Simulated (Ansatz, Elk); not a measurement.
# How far do independent atoms describe MgHF?

The structure of MgHF used here is made up (a known structure type with other elements) and was relaxed beforehand with PBE. The aim is the Fourier transform of its all-electron density, F(hkl), set beside the sum over free spherical atoms that refinements use.

Calculated with Elk 11.2.3 (patched build); DFT, PBE, all-electron APW+lo, Dirac cores, scalar-relativistic bands, static density, no spin.

The structure was built from a prototype and need not be the compound's stable phase.

**1. Starting point**

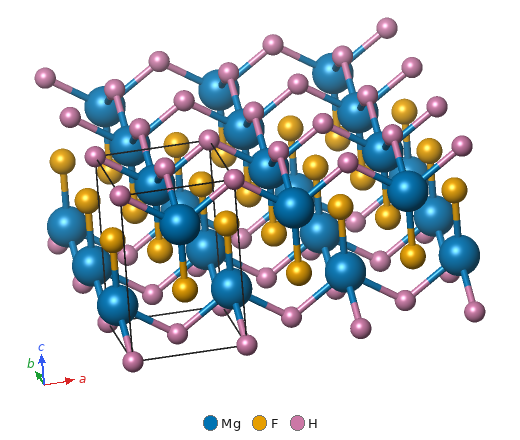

The starting structure, seen from a free direction (magnesium blue, fluorine orange, hydrogen pink). 3×3×1 cells are drawn. Some periodic images of atoms are drawn too.

**2. Ground state and structure factors**

An all-electron density is needed, since X-rays see the cores too. Task 0 finds the density and task 195 Fourier-transforms it; tshift is off so that phases refer to the origin typed.

The input, elk.in:

```
tasks
  0
  195

xctype
  20

spinpol
  .false.

rgkmax
  7.0

gmaxvr
  14.0

lmaxo
  7

lmaxapw
  8

swidth
  0.002

tshift
  .false.

ramdisk
  .false.

hmaxvr
  5.5

maxscl
  120

epspot
  1e-06

sppath
  './'

avec
  6.25752852454 0.00000000000 0.00000000000
  0.00000000000 6.25752852454 0.00000000000
  0.00000000000 0.00000000000 9.52774614073

atoms
  3
  'Mg.in'
  2
  0.5000000000 0.0000000000 0.7775758918   0.000000 0.000000 0.000000
  -0.0000000000 0.5000000000 0.2224241082   0.000000 0.000000 0.000000
  'F.in'
  2
  0.5000000000 0.0000000000 0.3852328076   0.000000 0.000000 0.000000
  -0.0000000000 0.5000000000 0.6147671924   0.000000 0.000000 0.000000
  'H.in'
  2
  0.5000000000 0.5000000000 -0.0000000000   0.000000 0.000000 0.000000
  0.0000000000 -0.0000000000 -0.0000000000   0.000000 0.000000 0.000000

ngridk
  7 7 5
```

Command:

```
$ OMP_NUM_THREADS=4 elk
```

Numbers of over 12 decimals in the logs are rounded to 6 here.

Output:

```text
┌─────────────────────────┐
│ Elk code version 11.2.3 │
└─────────────────────────┘

All units are atomic (Hartree, Bohr, etc.)

┌─────────────────────────────────────────────────┐
│ Ground-state run starting from atomic densities │
└─────────────────────────────────────────────────┘

Lattice vectors :
   6.257528525       0.000000000       0.000000000
   0.000000000       6.257528525       0.000000000
   0.000000000       0.000000000       9.527746141

Reciprocal lattice vectors :
   1.004100146       0.000000000       0.000000000
   0.000000000       1.004100146       0.000000000
   0.000000000       0.000000000      0.6594618721

Unit cell volume      :    373.0747470
Brillouin zone volume :   0.6648807388

Muffin-tin inner radius fraction :   0.1000000000E-01

Nuclei treated as point charges

Species : 1 (Mg)
 parameters loaded from : Mg.in
 name : magnesium
 nuclear charge    :   -12.00000000
 electronic charge :    12.00000000
 atomic mass :    44305.30466
 muffin-tin radius :    1.931885637
 number of radial points in muffin-tin :    793
 inner part over the whole radius :   0.9957534314E-02
 number on inner part of muffin-tin    :    550
 approximate nuclear radius :   0.5710277704E-04
 number of mesh points to nuclear radius :    243
 atomic positions (lattice), magnetic fields (Cartesian) :
  1 :   0.50000000  0.00000000 -0.22242411    0.00000000  0.00000000  0.00000000
  2 :   0.00000000  0.50000000  0.22242411    0.00000000  0.00000000  0.00000000

Species : 2 (F)
 parameters loaded from : F.in
 name : fluorine
 nuclear charge    :   -9.000000000
 electronic charge :    9.000000000
 atomic mass :    34631.97045
 muffin-tin radius :    1.756259670
 number of radial points in muffin-tin :    593
 inner part over the whole radius :   0.9852298735E-02
 number on inner part of muffin-tin    :    408
 approximate nuclear radius :   0.5278478738E-04
 number of mesh points to nuclear radius :    176
 atomic positions (lattice), magnetic fields (Cartesian) :
  1 :   0.50000000  0.00000000  0.38523281    0.00000000  0.00000000  0.00000000
  2 :   0.00000000  0.50000000 -0.38523281    0.00000000  0.00000000  0.00000000

Species : 3 (H)
 parameters loaded from : H.in
 name : hydrogen
 nuclear charge    :   -1.000000000
 electronic charge :    1.000000000
 atomic mass :    1837.362221
 muffin-tin radius :    1.400000000
 number of radial points in muffin-tin :    393
 inner part over the whole radius :   0.9705542320E-02
 number on inner part of muffin-tin    :    258
 approximate nuclear radius :   0.2766748019E-04
 number of mesh points to nuclear radius :     78
 atomic positions (lattice), magnetic fields (Cartesian) :
  1 :   0.50000000  0.50000000  0.00000000    0.00000000  0.00000000  0.00000000
  2 :   0.00000000  0.00000000  0.00000000    0.00000000  0.00000000  0.00000000

Total number of atoms per unit cell :    6
Total muffin-tin volume :    128.7738049
 ratio of muffin-tin to unit cell volume :   0.3451689130

Spin treatment :
 spin-unpolarised

Number of Bravais lattice symmetries :   16
Number of crystal symmetries         :   16
Crystal has no inversion symmetry
Complex Hermitian eigensolver will be used

k-point grid :      7     7     5
k-point offset :    0.000000000       0.000000000       0.000000000
k-point set is reduced with full crystal symmetry group
Total number of k-points :       30

Muffin-tin radius times maximum |G+k| :    7.000000000
 using average radius
Maximum |G+k| for APW functions       :    4.127240622
Maximum (1/2)|G+k|²                   :    8.517057577
Maximum |G| for potential and density :    14.00000000
Constant for pseudocharge density :    7
 order of it for each species :   14  14  14
 order of it for pair densities of each species (exact exchange by exxq0 0: 15) :   13  10   5
Radial integration step length :    1

G-vector grid sizes :     28    28    45
Number of G-vectors :    17235

Maximum angular momentum used for
 APW functions            :    8
 outer part of muffin-tin :    7
[...]
Estimated direct band gap   :   0.1037797760
 at k-point 21

Charges :
 core                        :    8.000000000
 valence                     :    36.00000000
 interstitial                :    4.211726559
 muffin-tins (core leakage)
  species : 1 (Mg)
   atom 1                    :    10.16503519     ( -0.9495387765E-07)
   atom 2                    :    10.16503519     ( -0.9495387765E-07)
  species : 2 (F)
[...]
species : 3 (H)
   atom 1                    :   0.9396364309     (   0.000000000    )
   atom 2                    :   0.9396364309     (   0.000000000    )
 total in muffin-tins        :    39.78827344
 total calculated charge     :    43.99964214
 total charge                :    44.00000000
 error                       :   0.3578602522E-03

RMS change in Kohn-Sham potential (target) :    128.1426668     (  0.1000000000E-05)
Absolute change in total energy (target)   :    1.018012037     (  0.1000000000E-03)

[... loops 3 to 18 left out ...]

┌──────────────────┐
│ Loop number : 19 │
└──────────────────┘

Energies :
 Fermi                       :     0.172385
 sum of occupied eigenvalues :     -310.80205572597
 electron kinetic            :      602.03223226472
 core electron kinetic       :      419.02582337914
 Coulomb                     :     -1149.2726747376
 Coulomb potential           :     -842.48012560953
 nuclear-nuclear             :     -141.10210589202
 electron-nuclear            :     -1177.8901630349
 Hartree                     :      169.71959418932
 Madelung                    :     -728.03261193286
 xc potential                :     -70.354162381162
 exchange                    :     -53.001481943150
 correlation                 :     -1.574558
 electron entropic           :    -0.57513406796225E-09
 total energy                :     -601.81648225390

Density of states at Fermi energy :   0.9093417890E-05
 (states/Hartree/unit cell)

Estimated indirect band gap :   0.5854744198E-01
 from k-point 21 to k-point 21
Estimated direct band gap   :   0.5854744198E-01
 at k-point 21

Charges :
 core                        :    8.000000000
 valence                     :    36.00000000
 interstitial                :    4.577617469
 muffin-tins (core leakage)
  species : 1 (Mg)
[...]
species : 2 (F)
[...]
species : 3 (H)
   atom 1                    :   0.8743641311     (   0.000000000    )
   atom 2                    :   0.8743641311     (   0.000000000    )
 total in muffin-tins        :    39.42238253
 total calculated charge     :    43.99963562
 total charge                :    44.00000000
 error                       :   0.3643805390E-03

RMS change in Kohn-Sham potential (target) :   0.7915321972E-06 (  0.1000000000E-05)
Absolute change in total energy (target)   :   0.3485706657E-07 (  0.1000000000E-03)

Convergence targets achieved

┌──────────────────┐
│ Loop number : 20 │
└──────────────────┘

Energies :
 Fermi                       :     0.172385
 sum of occupied eigenvalues :     -310.80205563320
 electron kinetic            :      602.03223233366
 core electron kinetic       :      419.02582339391
 Coulomb                     :     -1149.2726747206
 Coulomb potential           :     -842.48012559912
 nuclear-nuclear             :     -141.10210589202
 electron-nuclear            :     -1177.8901630107
 Hartree                     :      169.71959418219
 Madelung                    :     -728.03261192101
 xc potential                :     -70.354162367736
 exchange                    :     -53.001481942175
 correlation                 :     -1.574558
 electron entropic           :    -0.57513400324573E-09
 total energy                :     -601.81648216701

Density of states at Fermi energy :   0.9093416766E-05
 (states/Hartree/unit cell)

Estimated indirect band gap :   0.5854744249E-01
 from k-point 21 to k-point 21
Estimated direct band gap   :   0.5854744249E-01
 at k-point 21

Charges :
 core                        :    8.000000000
 valence                     :    36.00000000
 interstitial                :    4.577617469
 muffin-tins (core leakage)
  species : 1 (Mg)
[...]
atom 2                    :    10.21279748     ( -0.9495388031E-07)
  species : 2 (F)
   atom 1                    :    8.624029660     ( -0.2843511151E-06)
   atom 2                    :    8.624029660     ( -0.2843511151E-06)
  species : 3 (H)
   atom 1                    :   0.8743641304     (   0.000000000    )
   atom 2                    :   0.8743641304     (   0.000000000    )
 total in muffin-tins        :    39.42238253
 total calculated charge     :    43.99963562
 total charge                :    44.00000000
 error                       :   0.3643805393E-03

┌──────────────────────────────┐
│ Self-consistent loop stopped │
└──────────────────────────────┘

Wrote STATE.OUT
```

Elapsed: 33 s, on 4 threads of Intel Xeon at 2.80GHz (Skylake/Cascade Lake), shared host; peak memory 0.16 GiB; 1.9 min of CPU time.

SFACRHO.OUT:

```text

h k l indices transformed by vhmat matrix:
   1.000000000       0.000000000       0.000000000    
   0.000000000       1.000000000       0.000000000    
   0.000000000       0.000000000       1.000000000    

      h      k      l  multipl.   |H|            Re(F)            Im(F)           |F|

      0      0      0      1   0.0000000       44.000003      0.36935725E-16   44.000003    
      0      0      1      2  0.65946187      -7.1126316      0.12247292E-16   7.1126316    
      1      0      0      4   1.0041001      0.64718152E-15  0.18709816E-14  0.19797516E-14
      1      0     -1      4   1.2012939     -0.39033136E-14  -8.0850203       8.0850203    
      0      1     -1      4   1.2012939      0.64718152E-15   8.0850203       8.0850203    
      0      0     -2      2   1.3189237      -13.079194      0.28943878E-16   13.079194    
      1      1      0      4   1.4200120      -29.048882      0.32428154E-14   29.048882    
      1     -1      1      8   1.5656705       7.7347412      0.58390556E-15   7.7347412    
      1      0      2      4   1.6576420      0.66740594E-15   17.347091       17.347091    
      0      1      2      4   1.6576420     -0.16179538E-14  -17.347091       17.347091    
      1      1     -2      8   1.9380387       13.630786     -0.67500504E-15   13.630786    
      0      0      3      2   1.9783856     -0.97536138     -0.19354671E-14  0.97536138    
      2      0      0      4   2.0082003       25.720060     -0.31898464E-14   25.720060    
      2      0      1      4   2.1137073      -4.1530588      0.55364357E-15   4.1530588    
      0      2      1      4   2.1137073      -4.1530588     -0.16550846E-16   4.1530588    
      0     -1     -3      4   2.2186092      0.98088449E-15  -19.763021       19.763021    
      0     -1      3      4   2.2186092      0.42167921E-14   19.763021       19.763021    
      2     -1      0      8   2.2452362       0.0000000     -0.42027545E-14  0.42027545E-14
```

Elk indexes on the primitive cell of elk.in and gives |H| = 4π sin θ/λ in inverse bohr. Below, one row stands for each form hkl of the conventional cell (m members, Friedel mates merged), F is for one primitive cell and the density is static (no thermal factor). Free-atom factors are Waasmaier and Kirfel's, and R is Σm||F|−|F'||/Σm|F|.

| hkl | m | sin θ/λ (Å⁻¹) | abs F, DFT | neutral atoms | diff. | abs of complex diff. | ions | diff. |
| --- | --- | --- | --- | --- | --- | --- | --- | --- |
| 001 | 2 | 0.099 | 7.113 | 7.244 | -0.131 | 0.131 | 7.756 | -0.644 |
| 100 | 4 | 0.151 | 0.000 | 0.000 | +0.000 | 0.000 | 0.000 | +0.000 |
| 101 | 8 | 0.181 | 8.085 | 8.458 | -0.373 | 0.373 | 7.983 | +0.102 |
| 002 | 2 | 0.198 | 13.079 | 13.779 | -0.700 | 0.700 | 13.660 | -0.581 |
| 110 | 4 | 0.213 | 29.049 | 29.167 | -0.118 | 0.118 | 29.557 | -0.508 |
| 111 | 8 | 0.235 | 7.735 | 7.077 | +0.657 | 0.657 | 7.243 | +0.492 |
| 102 | 8 | 0.249 | 17.347 | 17.121 | +0.226 | 0.226 | 17.352 | -0.005 |
| 112 | 8 | 0.291 | 13.631 | 13.409 | +0.222 | 0.222 | 13.516 | +0.115 |
| 003 | 2 | 0.297 | 0.975 | 1.229 | -0.253 | 0.253 | 1.305 | -0.330 |
| 200 | 4 | 0.302 | 25.720 | 25.383 | +0.337 | 0.337 | 25.516 | +0.204 |
| 201 | 8 | 0.318 | 4.153 | 4.263 | -0.109 | 0.109 | 4.266 | -0.113 |
| 103 | 8 | 0.334 | 19.763 | 19.772 | -0.009 | 0.009 | 19.833 | -0.070 |
| 210 | 8 | 0.338 | 0.000 | 0.000 | +0.000 | 0.000 | 0.000 | +0.000 |
| 211 | 16 | 0.352 | 7.681 | 7.666 | +0.015 | 0.015 | 7.774 | -0.093 |

The ions are Mg2+, H− and F−, by formal charge.

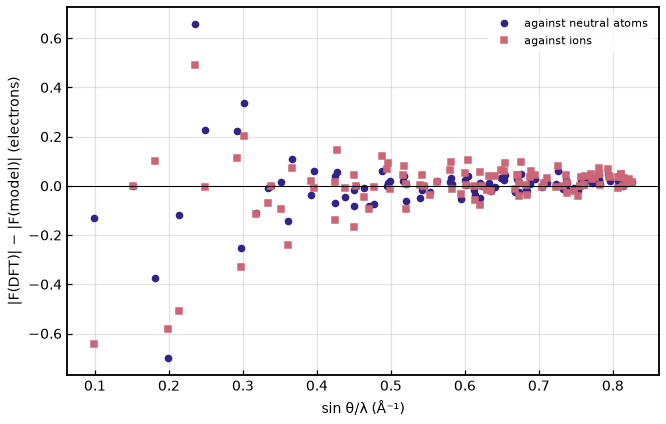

Difference between the calculated structure factors and the independent-atom ones.

**3. The highest occupied states alone**

An energy window below the Fermi level keeps the highest occupied states, to see at which angles they scatter; shallow core shells can lie inside it and anion s states outside. No new self-consistency is needed.

Edit elk.in of step 2 so:

```diff
@@ -1,3 +1,2 @@
 tasks
-  0
   195
@@ -40,2 +39,5 @@
 
+wsfac
+  -0.268610 0.472380
+
 sppath
```

Command:

```
$ OMP_NUM_THREADS=4 elk
```

Output:

```text
┌─────────────────────────────────┐
│ Elk code version 11.2.3 started │
└─────────────────────────────────┘

Info(readinput): the functional depends on the density's gradient
 muffin-tin radial points multiplied by    2.00000
 (not where nrmtscf is given)

┌────────────────────┐
│ Current task : 195 │
└────────────────────┘
Info(checkmt): changed muffin-tin radius of species 1 (Mg) from   2.2000 to   1.9319
Info(checkmt): changed muffin-tin radius of species 2 (F) from   2.0000 to   1.7563

Info(sfacrho): density structure factors written to SFACRHO.OUT

 Energy window :  -0.2686100000      0.4723800000

┌──────────────────┐
│ Elk code stopped │
└──────────────────┘
```

Elapsed: 3.4 s, on 4 threads; peak memory 0.16 GiB; 4.1 s of CPU time.

States within 12 eV below the Fermi level hold 16.00 electrons; any levels below the window count with the cores. Their amplitudes can exceed the total, where window and core parts have opposite phase:

| hkl | sin θ/λ (Å⁻¹) | abs F, window | abs F, all |
| --- | --- | --- | --- |
| 001 | 0.099 | 4.677 | 7.113 |
| 100 | 0.151 | 0.000 | 0.000 |
| 101 | 0.181 | 5.017 | 8.085 |
| 002 | 0.198 | 2.387 | 13.079 |
| 110 | 0.213 | 5.377 | 29.049 |
| 111 | 0.235 | 5.812 | 7.735 |
| 102 | 0.249 | 5.730 | 17.347 |
| 112 | 0.291 | 0.191 | 13.631 |
| 003 | 0.297 | 3.394 | 0.975 |
| 200 | 0.302 | 5.192 | 25.720 |

**4. Another functional**

The difference from free atoms is small, so it is set against the change that PBEsol makes.

Edit elk.in of step 3 so:

```diff
@@ -1,2 +1,3 @@
 tasks
+  0
   195
@@ -4,3 +5,3 @@
 xctype
-  20
+  22
 
@@ -39,5 +40,2 @@
 
-wsfac
-  -0.268610 0.472380
-
 sppath
```

Command:

```
$ OMP_NUM_THREADS=4 elk
```

Output:

```text
┌─────────────────────────┐
│ Elk code version 11.2.3 │
└─────────────────────────┘

All units are atomic (Hartree, Bohr, etc.)

┌─────────────────────────────────────────────────┐
│ Ground-state run starting from atomic densities │
└─────────────────────────────────────────────────┘

Lattice vectors :
   6.257528525       0.000000000       0.000000000
   0.000000000       6.257528525       0.000000000
   0.000000000       0.000000000       9.527746141

Reciprocal lattice vectors :
   1.004100146       0.000000000       0.000000000
[...]
species : 2 (F)
   atom 1                    :    8.606302082     ( -0.2843134035E-06)
   atom 2                    :    8.606302082     ( -0.2843134035E-06)
  species : 3 (H)
   atom 1                    :   0.8569903581     (   0.000000000    )
   atom 2                    :   0.8569903581     (   0.000000000    )
 total in muffin-tins        :    39.35853696
 total calculated charge     :    43.99963619
 total charge                :    44.00000000
 error                       :   0.3638089883E-03

┌──────────────────────────────┐
│ Self-consistent loop stopped │
└──────────────────────────────┘

Wrote STATE.OUT
[key lines of the parts left out:]
total energy                :     -600.35906518188
```

Wall time 36 s (4 threads); peak memory 0.16 GiB; 2 min of CPU time.

Against the first run R = 0.14 %; the largest change is -0.062 at 200.

**5. Basis size**

A smaller basis shows how fast F responds to it; the change is likely larger than the basis error of the first run, but doesn't show convergence.

Edit elk.in of step 4 so:

```diff
@@ -5,3 +5,3 @@
 xctype
-  22
+  20
 
@@ -11,3 +11,3 @@
 rgkmax
-  7.0
+  5.5
```

Command:

```
$ OMP_NUM_THREADS=4 elk
```

Output:

```text
┌─────────────────────────┐
│ Elk code version 11.2.3 │
└─────────────────────────┘

All units are atomic (Hartree, Bohr, etc.)

┌─────────────────────────────────────────────────┐
│ Ground-state run starting from atomic densities │
└─────────────────────────────────────────────────┘

Lattice vectors :
   6.257528525       0.000000000       0.000000000
   0.000000000       6.257528525       0.000000000
   0.000000000       0.000000000       9.527746141

Reciprocal lattice vectors :
   1.004100146       0.000000000       0.000000000
[...]
species : 2 (F)
   atom 1                    :    8.607640710     ( -0.2843520046E-06)
   atom 2                    :    8.607640710     ( -0.2843520046E-06)
  species : 3 (H)
   atom 1                    :   0.8727392366     (   0.000000000    )
   atom 2                    :   0.8727392366     (   0.000000000    )
 total in muffin-tins        :    39.38340981
 total calculated charge     :    43.99967328
 total charge                :    44.00000000
 error                       :   0.3267213859E-03

┌──────────────────────────────┐
│ Self-consistent loop stopped │
└──────────────────────────────┘

Wrote STATE.OUT
[key lines of the parts left out:]
total energy                :     -601.78631008450
```

Run time: 24 s. Hardware: 4 threads; peak memory 0.16 GiB; 54 s of CPU time.

Against the first run R = 0.07 %; the largest change is -0.016 at 200.

**6. Settings against the effect**

| run | R against the first run (%) | R against neutral atoms, low angle (%) | wall time |
| --- | --- | --- | --- |
| PBE, rgkmax 7 | 0.00 | 2.71 | 33 s |
| PBEsol | 0.14 | 2.49 | 36 s |
| rgkmax 5.5 | 0.07 | 2.68 | 24 s |

**7. Summary of results**

| Property | Result |
| --- | --- |
| R against neutral atoms, sin θ/λ < 0.3 Å⁻¹ | 2.71 % |
| R against neutral atoms, 0.3 to 0.83 Å⁻¹ | 0.49 % |
| R against ions, below 0.3 Å⁻¹ | 2.04 % |

In words: Independent neutral atoms miss the calculated amplitudes by R = 2.71 % below 0.3 Å⁻¹ and 0.49 % from there to 0.83 Å⁻¹; by shells, 1.85 % below 0.15 Å⁻¹ (1 form), 2.74 % 0.15 to 0.3 (7 forms), 0.77 % 0.3 to 0.45 (12 forms), 0.43 % above 0.45 (80 forms). Bonding, aspherical density and the tables' own atoms all enter these figures, and the runs don't part them. The largest change of an amplitude is -0.70 electrons, at 002. Weak lines can change much in proportion: 003 goes from 1.23 to 0.98. Formal ions give R = 2.04 % at low angle, nearer than neutral atoms. The window's part falls from 16.0 electrons at the origin to at most 2.22 between 0.45 and 0.83 Å⁻¹, where compact states inside the window still scatter. Below 0.3 Å⁻¹ the changes that finished (PBEsol and rgkmax 5.5) move F by R = 0.24 % at most, against the 2.71 % that separates it from free atoms. The k-mesh has no finished test. Part of the difference isn't bonding: the tables are fits to free atoms and ions calculated by other methods than this functional. Thermal motion, anomalous dispersion and extinction are left out.

[Logs are printed without paths, hosts, clocks, repeated set-up lines and the standing remarks that a program may print on its own settings, such as how far it seeks lower states.]

[Hosts, paths, dates, database ids (printed as entryN), source tags and the programs' standing remarks are cut or masked in the printed files.]
